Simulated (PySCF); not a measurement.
In(Cl)(Me)(Vi), C₃H₆ClIn, SMILES [CH3][In]([Cl])[CH]=C at its B3LYP/def2-SVP optimised geometry (Å):

```
11

In    -0.8472    -0.1431     0.0000
Cl    -1.7214    -2.3771    -0.0063
C     -2.3852     1.3864     0.0000
H     -1.9635     2.3771     0.2198
H     -3.1428     1.1263     0.7529
H     -2.8613     1.4026    -0.9918
C      1.3068    -0.1431     0.0000
C      2.0447     0.9756     0.0310
H      1.8168    -1.1142    -0.0241
H      3.1428     0.9473     0.0327
H      1.6042     1.9796     0.0567
```

Calculation: PySCF with B3LYP/def2-TZVP, def2 effective core potentials past Kr. The core electrons that the potentials of In replace are not part of the density. Cells within 0.4 Å of a nucleus heavier than hydrogen are left out (blank, or x).

Map of the Laplacian of the electron density (e/bohr⁵), clipped to [-1.50, 1.50] on the plane z = 0.0 Å:

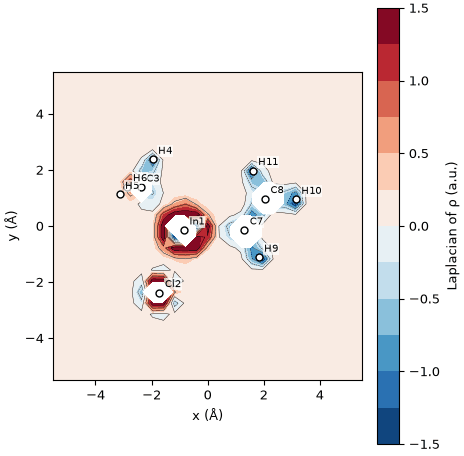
Laplacian of the electron density (e/bohr⁵), clipped to [-1.50, 1.50] on the plane z = 0.0 Å.
